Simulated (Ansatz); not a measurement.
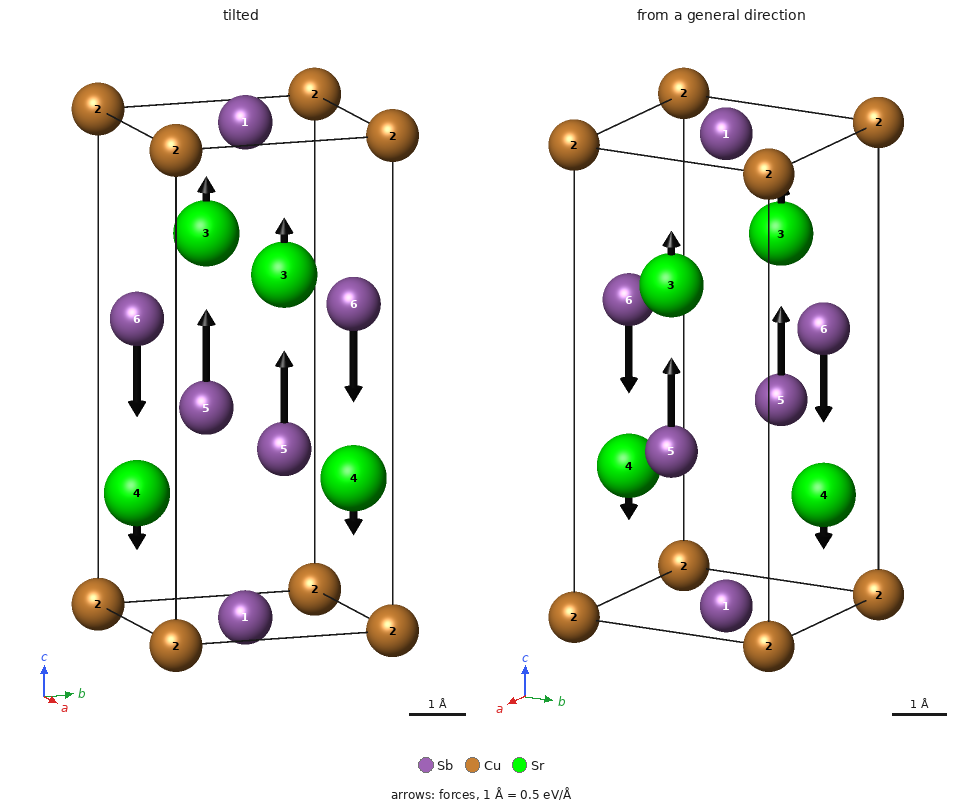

A spheres-only rendering, viewed slightly off an axis and from a general direction. The simulation cell is drawn as a box. The arrows are the computed forces on the atoms.

System: Sr2CuSb3. Theory: Ansatz 0.2.0, DFT, PAW plane waves, PBE. Numerical settings: a basis cut at 420 eV, k-point mesh 8×8×4, Fermi-Dirac smearing of 0.074 eV, no spin polarisation.

**Has this structure been optimised to equilibrium?**

No. The atoms still feel forces of up to about 0.68 eV/Å, far above a usual threshold of 0.01 to 0.03 eV/Å.

**Which atom has the biggest force on it?**

Sb5 and Sb6, about 0.68 eV/Å.

Provenance: a generated cell, made by putting these elements into a known structure type (the compound may or may not exist in this form); not relaxed. It was the input of a calculation with Ansatz.
